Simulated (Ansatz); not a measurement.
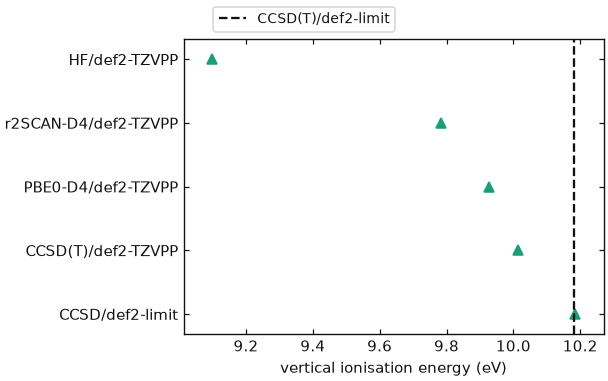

Vertical ionisation energy of SiHOCl, SMILES O[Si]Cl, taken as the energy of the cation less that of the neutral at fixed geometry (unrestricted doublet cation, cores frozen in correlated methods, no spin-orbit coupling), the Ansatz code, at a PBE0-D4/def2-TZVP geometry (a minimum by its frequencies). Limit means an estimate of the basis limit from triple and quadruple zeta; for coupled cluster it is either extrapolated directly or built as the MP2 limit plus the step from MP2 in triple zeta. The distance of CCSD(T)/def2-TZVPP to the limit includes basis error.

### Which level comes closest to the line (CCSD(T)/def2-limit), and which misses most?

Closest CCSD/def2-limit (10.18 eV), against 10.18 eV; farthest HF/def2-TZVPP (9.10 eV).

### Give the values.

| level | eV | less CCSD(T)/def2-limit |
| --- | --- | --- |
| HF/def2-TZVPP | 9.10 | −1.08 |
| r2SCAN-D4/def2-TZVPP | 9.78 | −0.40 |
| PBE0-D4/def2-TZVPP | 9.93 | −0.25 |
| CCSD(T)/def2-TZVPP | 10.02 | −0.17 |
| CCSD/def2-limit | 10.18 | 0.00 |
| CCSD(T)/def2-limit | 10.18 | 0.00 |
